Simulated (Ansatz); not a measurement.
**CuSiH3+ (quartet): from Hartree-Fock to the top rungs, def2-SVP**

How much of the correlation energy of CuSiH3+ (quartet) does each wave-function method recover here?

Computed with Ansatz 0.2.0, Gaussian basis. Level: def2-SVP, core rule «outside noble gas», up to 14 orbitals frozen.

Plan: UHF; CCSD(T) on ROHF; CCSD(T) on UHF; CISD; CCSDT(Q) on ROHF; CCSDT(Q) on UHF; CASSCF and NEVPT2, 17 electrons in 13 orbitals.

2 further runs of the same task are left out: 2 set aside as unsound or not needed.

### Step 1. The system

The geometry is a PBE0/def2-TZVP stationary point (not a proven minimum) of the parent state, kept for this charge and spin.

5 atoms, charge 1, spin multiplicity 4.

Atoms are counted from 1 here; the program's logs count them from 0.

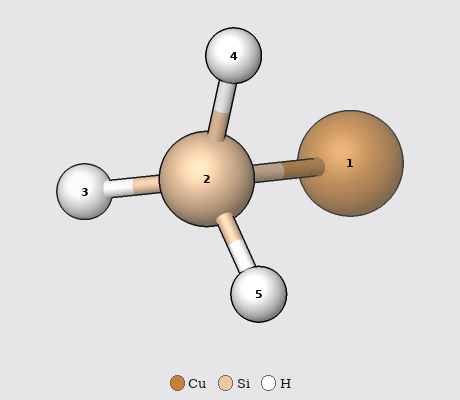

The structure; copper orange, silicon light orange, hydrogen white; atoms are numbered from 1 in the order of the file.

In the tables R marks a restricted open-shell determinant and U an unrestricted one; 'valence' is the active space of 17 electrons in 13 orbitals; energies count from the table's Hartree-Fock row.

### Step 2. UHF

Contents of in.yaml:

```yaml
crystal:
  periodic: [false, false, false]
  atoms:
    - {symbol: Cu, position_ang: [-0.809016, 0.005331, 0.003761]}
    - {symbol: Si, position_ang: [1.628685, -0.010731, -0.007572]}
    - {symbol: H, position_ang: [1.864638, -1.470038, -0.003379]}
    - {symbol: H, position_ang: [1.884907, 0.721076, 1.251029]}
    - {symbol: H, position_ang: [1.873108, 0.711914, -1.273790]}
basis:
  gaussian: {orbitals: def2-SVP}
total_charge: 1
magnetization: {spin_polarized: true, initial_magnetization: 3}
hamiltonian: {xc: hf}
output: {orbitals: {seedname: orbitals}}
```

On the command line:

```console
ansatz run in.yaml --threads 1 --pin off --events-out ev --progress --plain --max-ram 4096MiB --backend cpu
```

Standard output:

```text
Functional definition: HF
  name "HF"
  cite "Fock, Z. Phys. 61, 126 (1930) doi:10.1007/BF01340294"
  parent pbe
  exchange = exact_x
  correlation = 0
668 factors; integrals over basis functions are off by at most 1.1e-3 eV
mean field evaluation 1: about -52468.7863 eV, gradient 6.2e1 eV
mean field evaluation 2: about -52468.8676 eV, gradient 6.2e1 eV
mean field evaluation 4: about -52482.1386 eV, gradient 1.3e1 eV
mean field evaluation 8: about -52483.0792 eV, gradient 2.0e0 eV
mean field evaluation 16: about -52488.4746 eV, gradient 3.4e-1 eV
mean field evaluation 32: about -52488.4852 eV, gradient 1.3e-1 eV
mean field evaluation 64: about -52484.5846 eV, gradient 2.0e1 eV
mean field evaluation 96: about -52488.4848 eV, gradient 9.4e-3 eV
mean field evaluation 128: about -52488.4846 eV, gradient 9.2e-3 eV
mean field evaluation 160: about -52488.4675 eV, gradient 5.6e-1 eV
mean field evaluation 192: about -52488.4169 eV, gradient 3.3e-2 eV
mean field evaluation 224: about -52488.4507 eV, gradient 7.6e-2 eV
mean field evaluation 256: about -52488.4287 eV, gradient 3.5e0 eV
mean field evaluation 288: about -52482.6019 eV, gradient 2.4e1 eV
mean field evaluation 320: about -52488.4641 eV, gradient 6.6e-1 eV
mean field evaluation 352: about -52485.8852 eV, gradient 4.0e-1 eV
mean field evaluation 384: about -52485.4177 eV, gradient 1.2e0 eV
mean field evaluation 416: about -52484.6732 eV, gradient 1.4e0 eV
mean field evaluation 448: about -52482.9804 eV, gradient 1.9e0 eV
mean field evaluation 480: about -52469.0657 eV, gradient 3.3e1 eV
mean field -52488.48579901 eV, -1928.9162751401 hartree, gradient 5.6e-6 eV, S^2 3.755913; 5 other end points of the search recorded, 0 dependent functions left out
reference -52488.48579901 eV, -1928.9162751401 hartree; 24, 21 occupied and 40, 43 virtual orbitals, 668 factors
Total energy: -52488.48579901 eV, -1928.9162751401 hartree
```

Wall time 17 s (1 thread of AMD EPYC 7R13, shared host).

From the report: ⟨S²⟩ of the determinant 3.756 (pure quartet: 3.75).

### Step 3. CCSD(T) on ROHF

Edit in.yaml of step 2 so:

```diff
@@ -11,4 +11,3 @@
 total_charge: 1
-magnetization: {spin_polarized: true, initial_magnetization: 3}
-hamiltonian: {xc: hf}
-output: {orbitals: {seedname: orbitals}}
+magnetization: {spin_polarized: false, initial_magnetization: 3}
+correlation: {method: ccsd_t, electrons: outside_noble_gas}
```

The command is unchanged.

Standard output, cut to the lines that bear on the results:

```text
Functional definition: HF
  name "HF"
  cite "Fock, Z. Phys. 61, 126 (1930) doi:10.1007/BF01340294"
  parent pbe
[...]
668 factors; integrals over basis functions are off by at most 1.1e-3 eV
[...]
mean field -52488.38247950 eV, -1928.9124782183 hartree, gradient 3.6e-10 eV, S^2 3.750000; 33 other end points of the search recorded, 0 dependent functions left out
[...]
determinant -52488.38247950 eV, -1928.9124782183 hartree, with singles and doubles -52496.68203782 eV, -1929.2174813609 hartree
determinant -52488.38166015 eV, -1928.9124481077 hartree, with singles and doubles -52496.68099241 eV, -1929.2174429428 hartree
determinant -52488.38137856 eV, -1928.9124377594 hartree, with singles and doubles -52496.68682644 eV, -1929.2176573394 hartree
determinant -52488.38130572 eV, -1928.9124350825 hartree, with singles and doubles -52496.68640974 eV, -1929.2176420259 hartree
[...]
determinant -52488.38166015 eV, -1928.9124481077 hartree, with singles and doubles -52496.68502301 eV, -1929.2175910646 hartree
determinant -52488.38137856 eV, -1928.9124377594 hartree, with singles and doubles -52496.68976003 eV, -1929.2177651469 hartree
determinant -52488.38130572 eV, -1928.9124350825 hartree, with singles and doubles -52496.68944689 eV, -1929.2177536390 hartree
determinant -52488.30982976 eV, -1928.9098083895 hartree, with singles and doubles -52496.62681401 eV, -1929.2154519231 hartree
14 core orbitals not correlated: weight in the atoms' cores, before any rotation towards them, 1.000 or more for the frozen orbitals, at most 0.000 for the correlated occupied ones
reference -52488.38137856 eV, -1928.9124377594 hartree; 10, 7 occupied and 40, 43 virtual orbitals, 668 factors
second order -7.72967781 eV of doubles, -0.02953396 eV of singles
cycle   1  -8.30837900 eV  change    2.5e-6 eV  update   4.5e-6
perturbative correction -0.24680861 eV, -0.0090700491 hartree
Total energy: -52496.93656617 eV, -1929.2268351053 hartree
```

It took 2.6 min on 1 thread of AMD EPYC 7R13, shared host; peak memory 0.26 GiB.

From the report: correlation -8.5552 eV; T1 0.017; largest double amplitude 0.03.

### Step 4. CCSD(T) on UHF

Edit in.yaml of step 3 so:

```diff
@@ -11,3 +11,3 @@
 total_charge: 1
-magnetization: {spin_polarized: false, initial_magnetization: 3}
+magnetization: {spin_polarized: true, initial_magnetization: 3}
 correlation: {method: ccsd_t, electrons: outside_noble_gas}
```

Launched as before.

Standard output, cut to the lines that bear on the results:

```text
Functional definition: HF
  name "HF"
  cite "Fock, Z. Phys. 61, 126 (1930) doi:10.1007/BF01340294"
  parent pbe
[...]
668 factors; integrals over basis functions are off by at most 1.1e-3 eV
[...]
mean field -52488.48579901 eV, -1928.9162751401 hartree, gradient 1.2e-9 eV, S^2 3.755913; 36 other end points of the search recorded, 0 dependent functions left out
determinant -52488.48579901 eV, -1928.9162751401 hartree, with singles and doubles -52496.73534063 eV, -1929.2194402028 hartree
determinant -52488.48515981 eV, -1928.9162516500 hartree, with singles and doubles -52496.73808685 eV, -1929.2195411245 hartree
determinant -52488.48502202 eV, -1928.9162465863 hartree, with singles and doubles -52496.73726101 eV, -1929.2195107757 hartree
determinant -52488.48500916 eV, -1928.9162461136 hartree, with singles and doubles -52496.73615038 eV, -1929.2194699605 hartree
[...]
determinant -52488.48502202 eV, -1928.9162465863 hartree, with singles and doubles -52496.74007554 eV, -1929.2196142075 hartree
determinant -52488.48500916 eV, -1928.9162461136 hartree, with singles and doubles -52496.73899371 eV, -1929.2195744513 hartree
determinant -52488.47642783 eV, -1928.9159307554 hartree, with singles and doubles -52496.70949559 eV, -1929.2184904152 hartree
determinant -52488.41464405 eV, -1928.9136602435 hartree, with singles and doubles -52496.67791534 eV, -1929.2173298624 hartree
14 core orbitals not correlated: weight in the atoms' cores, before any rotation towards them, 1.000 or more for the frozen orbitals, at most 0.000 for the correlated occupied ones
reference -52488.48515981 eV, -1928.9162516500 hartree; 10, 7 occupied and 40, 43 virtual orbitals, 668 factors
second order -7.71277273 eV of doubles, -0.00000000 eV of singles
cycle   1  -8.25567394 eV  change    4.4e-6 eV  update   5.5e-6
perturbative correction -0.24615643 eV, -0.0090460819 hartree
Total energy: -52496.98699018 eV, -1929.2286881534 hartree
```

Run time: 2 min. Hardware: 1 thread of AMD EPYC 7R13, shared host; peak memory 0.26 GiB.

From the report: ⟨S²⟩ of the determinant 3.756 (pure quartet: 3.75); correlation -8.5018 eV; T1 0.014; largest double amplitude 0.03.

### Step 5. CISD

Edit in.yaml of step 4 so:

```diff
@@ -11,3 +11,3 @@
 total_charge: 1
-magnetization: {spin_polarized: true, initial_magnetization: 3}
-correlation: {method: ccsd_t, electrons: outside_noble_gas}
+magnetization: {spin_polarized: false, initial_magnetization: 3}
+correlation: {active_space: {ras: {orbitals: [7, 3, 40], electrons: 17, max_holes: 2, max_particles: 2}, fixed_orbitals: true}}
```

The command is unchanged.

Standard output, cut to the lines that bear on the results:

```text
Functional definition: HF
  name "HF"
  cite "Fock, Z. Phys. 61, 126 (1930) doi:10.1007/BF01340294"
  parent pbe
[...]
668 factors; integrals over basis functions are off by at most 1.1e-3 eV
[...]
mean field -52488.38247950 eV, -1928.9124782183 hartree, gradient 3.6e-10 eV, S^2 3.750000; 17 other end points of the search recorded, 0 dependent functions left out
reference -52488.38247950 eV, -1928.9124782183 hartree; 24, 21 occupied and 40, 43 virtual orbitals, 668 factors
state -52496.07437885 eV, -1929.1951503057 hartree
Total energy: -52496.07437885 eV, -1929.1951503057 hartree
```

Wall time 1.7 min (1 thread of AMD EPYC 7R13, shared host); peak memory 0.38 GiB.

From the report: 1,025,665 determinants.

### Step 6. CCSDT(Q) on ROHF

Edit in.yaml of step 5 so:

```diff
@@ -12,2 +12,2 @@
 magnetization: {spin_polarized: false, initial_magnetization: 3}
-correlation: {active_space: {ras: {orbitals: [7, 3, 40], electrons: 17, max_holes: 2, max_particles: 2}, fixed_orbitals: true}}
+correlation: {method: ccsdt_q, electrons: outside_noble_gas}
```

On the command line:

```console
ansatz run in.yaml --threads 2 --pin off --events-out ev --progress --plain --max-ram 24576MiB --backend cuda --devices 0, --max-vram 18GiB
```

Standard output, cut to the lines that bear on the results:

```text
Functional definition: HF
  name "HF"
  cite "Fock, Z. Phys. 61, 126 (1930) doi:10.1007/BF01340294"
  parent pbe
[...]
1140 factors; integrals over basis functions are off by at most 1.7e-7 eV
[...]
mean field -52488.38260633 eV, -1928.9124828791 hartree, gradient 2.7e-9 eV, S^2 3.750000; 39 other end points of the search recorded, 0 dependent functions left out
[...]
determinant -52488.38260633 eV, -1928.9124828791 hartree, with singles and doubles -52496.68214388 eV, -1929.2174852583 hartree
determinant -52488.38178696 eV, -1928.9124527677 hartree, with singles and doubles -52496.68109724 eV, -1929.2174467952 hartree
determinant -52488.38150474 eV, -1928.9124423965 hartree, with singles and doubles -52496.68693452 eV, -1929.2176613111 hartree
determinant -52488.38143193 eV, -1928.9124397206 hartree, with singles and doubles -52496.68651799 eV, -1929.2176460041 hartree
[...]
determinant -52488.38143193 eV, -1928.9124397206 hartree, with singles and doubles -52496.68955425 eV, -1929.2177575846 hartree
determinant -52488.37563709 eV, -1928.9122267642 hartree, with singles and doubles -52496.65731598 eV, -1929.2165728500 hartree
determinant -52488.30995393 eV, -1928.9098129526 hartree, with singles and doubles -52496.62691890 eV, -1929.2154557779 hartree
[...]
14 core orbitals not correlated: weight in the atoms' cores, before any rotation towards them, 1.000 or more for the frozen orbitals, at most 0.000 for the correlated occupied ones
reference -52488.38150474 eV, -1928.9124423965 hartree; 10, 7 occupied and 40, 43 virtual orbitals, 1140 factors
second order -7.72968612 eV of doubles, -0.02953350 eV of singles
cycle   1  -7.95299594 eV  change   -1.9e-1 eV  update   8.9e-2
[...]
cycle   4  -8.56912246 eV  change   -2.1e-8 eV  update   2.1e-6
perturbative correction 0.02147723 eV, 0.0007892736 hartree
Total energy: -52496.92914997 eV, -1929.2265625649 hartree
```

Run time: 49 s. Hardware: 1 × H100 (card shared with other runs) with 2 threads of AMD EPYC 7R13, shared host; peak host memory 1.1 GiB.

From the report: correlation -8.5476 eV; T1 0.017; largest double amplitude 0.03.

### Step 7. CCSDT(Q) on UHF

Edit in.yaml of step 6 so:

```diff
@@ -11,3 +11,3 @@
 total_charge: 1
-magnetization: {spin_polarized: false, initial_magnetization: 3}
+magnetization: {spin_polarized: true, initial_magnetization: 3}
 correlation: {method: ccsdt_q, electrons: outside_noble_gas}
```

The command is unchanged.

Standard output, cut to the lines that bear on the results:

```text
Functional definition: HF
  name "HF"
  cite "Fock, Z. Phys. 61, 126 (1930) doi:10.1007/BF01340294"
  parent pbe
[...]
1140 factors; integrals over basis functions are off by at most 1.7e-7 eV
[...]
mean field -52488.48592515 eV, -1928.9162797756 hartree, gradient 3.9e-10 eV, S^2 3.755913; 34 other end points of the search recorded, 0 dependent functions left out
determinant -52488.48592515 eV, -1928.9162797756 hartree, with singles and doubles -52496.73544733 eV, -1929.2194441240 hartree
determinant -52488.48528552 eV, -1928.9162562695 hartree, with singles and doubles -52496.73819510 eV, -1929.2195451026 hartree
determinant -52488.48514775 eV, -1928.9162512069 hartree, with singles and doubles -52496.73736776 eV, -1929.2195146985 hartree
determinant -52488.48513504 eV, -1928.9162507395 hartree, with singles and doubles -52496.73625391 eV, -1929.2194737653 hartree
[...]
determinant -52488.48513504 eV, -1928.9162507395 hartree, with singles and doubles -52496.73909746 eV, -1929.2195782639 hartree
determinant -52488.47655619 eV, -1928.9159354728 hartree, with singles and doubles -52496.70960431 eV, -1929.2184944106 hartree
determinant -52488.41476778 eV, -1928.9136647907 hartree, with singles and doubles -52496.67802168 eV, -1929.2173337703 hartree
[...]
14 core orbitals not correlated: weight in the atoms' cores, before any rotation towards them, 1.000 or more for the frozen orbitals, at most 0.000 for the correlated occupied ones
reference -52488.48528552 eV, -1928.9162562695 hartree; 10, 7 occupied and 40, 43 virtual orbitals, 1140 factors
second order -7.71278129 eV of doubles, -0.00000000 eV of singles
cycle   1  -7.90430606 eV  change   -1.9e-1 eV  update   8.8e-2
[...]
cycle  43  -8.51546628 eV  change   -8.1e-7 eV  update   1.6e-6
perturbative correction 0.01845613 eV, 0.0006782502 hartree
Total energy: -52496.98229566 eV, -1929.2285156330 hartree
```

Run time: 42 s. Hardware: 1 × H100 (card shared with other runs) with 2 threads of AMD EPYC 7R13, shared host; peak host memory 0.9 GiB.

From the report: ⟨S²⟩ of the determinant 3.756 (pure quartet: 3.75); correlation -8.4970 eV; T1 0.014; largest double amplitude 0.03.

### Step 8. CASSCF and NEVPT2, 17 electrons in 13 orbitals

Edit in.yaml of step 7 so:

```diff
@@ -11,3 +11,3 @@
 total_charge: 1
-magnetization: {spin_polarized: true, initial_magnetization: 3}
-correlation: {method: ccsdt_q, electrons: outside_noble_gas}
+magnetization: {spin_polarized: false, initial_magnetization: 3}
+correlation: {method: sc_nevpt2, electrons: outside_noble_gas, active_space: {window: {electrons: 17, orbitals: 13}, shells: [{species: Cu, l: s, shell: 4}, {species: Cu, l: d, shell: 3}, {species: H, l: s, shell: 1}, {species: Si, l: s, shell: 3}, {species: Si, l: p, shell: 3}]}}
```

The command is unchanged.

Standard output, cut to the lines that bear on the results:

```text
Functional definition: HF
  name "HF"
  cite "Fock, Z. Phys. 61, 126 (1930) doi:10.1007/BF01340294"
  parent pbe
[...]
1140 factors; integrals over basis functions are off by at most 1.7e-7 eV
[...]
mean field -52488.38260634 eV, -1928.9124828795 hartree, gradient 2.8e-6 eV, S^2 3.750000; 19 other end points of the search recorded, 0 dependent functions left out
reference -52488.38260634 eV, -1928.9124828795 hartree; 24, 21 occupied and 40, 43 virtual orbitals, 1140 factors
state -52489.59867409 eV, -1928.9571725449 hartree
state -52489.59867409 eV, -1928.9571725449 hartree; corrected -52495.52890217 eV, -1929.1751044074 hartree
Total energy: -52495.52890217 eV, -1929.1751044074 hartree
Checks for a lower state left out: starts, orbital_swaps
```

Run time: 26 s. Hardware: 1 × H100 (card shared with other runs) with 2 threads of AMD EPYC 7R13, shared host; peak host memory 0.83 GiB.

From the report: 245,208 determinants; active occupations 2.00, 2.00, 2.00, 2.00, 1.99, 1.97, 1.97, 1.00, 1.00, 1.00, 0.03, 0.02, 0.02.

### Step 9. How many determinants matter

Natural occupations of the CASSCF valence state about the gap (report; correlated orbitals 5 to 13): 1.985, 1.973, 1.973, 1.002, 1.000, 1.000, 0.030, 0.019, 0.019. The count of effectively unpaired electrons, Σ n²(2 − n)², is 3.01; a single determinant of this spin has 3.

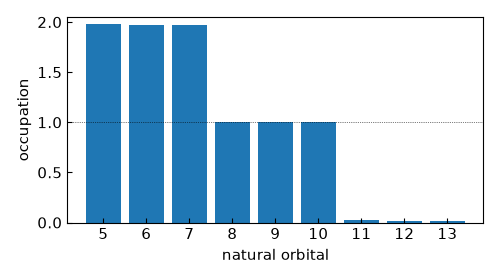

Natural occupations of the CASSCF valence state.

### Step 10. Misses and costs

No level here is safe as a reference; RCCSDT(Q) serves as a yardstick only. Rows without a time come out of other runs: HF, MP2 and CCSD of CCSD(T), CCSDT of CCSDT(Q), CASSCF and MRCISD of the multireference runs.

```
        method  energy from the lowest ROHF (kcal/mol)  from RCCSDT(Q) (kcal/mol)        time
           ROHF                                   0.00                    +197.09            
           UHF                                  -2.38                    +194.71        17 s
          RMP2                                -178.91                     +18.18            
          UMP2                                -180.23                     +16.86            
          CISD                                -177.38                     +19.71     1.7 min
         RCCSD                                -191.57                      +5.52            
         UCCSD                                -192.75                      +4.34            
      RCCSD(T)                                -197.26                      -0.17     2.6 min
      UCCSD(T)                                -198.42                      -1.33       2 min
        RCCSDT                                -197.59                      -0.50            
        UCCSDT                                -198.74                      -1.65            
     RCCSDT(Q)                                -197.09                          0  49 s (GPU)
     UCCSDT(Q)                                -198.32                      -1.23  42 s (GPU)
CASSCF valence                                 -28.05                    +169.04            
NEVPT2 valence                                -164.80                     +32.29  26 s (GPU)
```

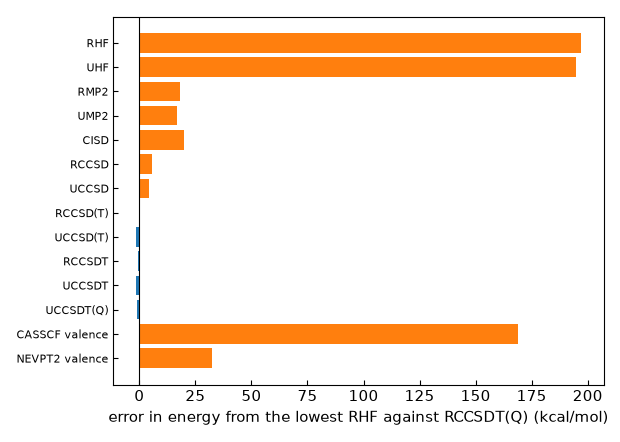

How far each level lands from RCCSDT(Q).

Some runs used a GPU and others CPU threads alone; cost is compared among the CPU runs only.

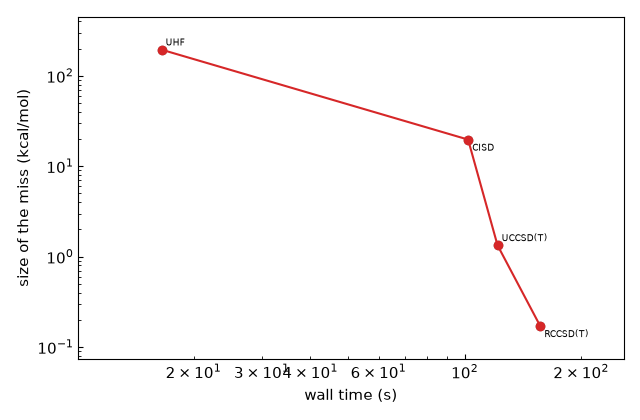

Miss against cost. Red marks the levels that no quicker level drawn beats. Times are from a shared host.

### Step 11. Results

| quantity | value |
| --- | --- |
| RCCSDT(Q) from the ROHF energy | -8.5467 eV |
| RMP2 from RCCSDT(Q) | +18.18 kcal/mol |
| UMP2 from RCCSDT(Q) | +16.86 kcal/mol |
| RCCSD from RCCSDT(Q) | +5.52 kcal/mol |
| RCCSD(T) from RCCSDT(Q) | -0.17 kcal/mol |
| UCCSD(T) from RCCSDT(Q) | -1.33 kcal/mol |
| UCCSDT(Q) from RCCSDT(Q) | -1.23 kcal/mol |
| NEVPT2 valence from RCCSDT(Q) | +32.29 kcal/mol |
| T1 diagnostic | 0.017 |
| effectively unpaired electrons | 3.01 |

RCCSD(T) misses by -0.17 kcal/mol, 0.1 % of the correlation energy. CCSD(T) misses by -0.17 kcal/mol on the restricted determinant and by -1.33 kcal/mol on the unrestricted one; the two need not hold the same state or core. One determinant dominates.

With open shells the CI space here admits some triples and quadruples, so it is larger than plain CISD.
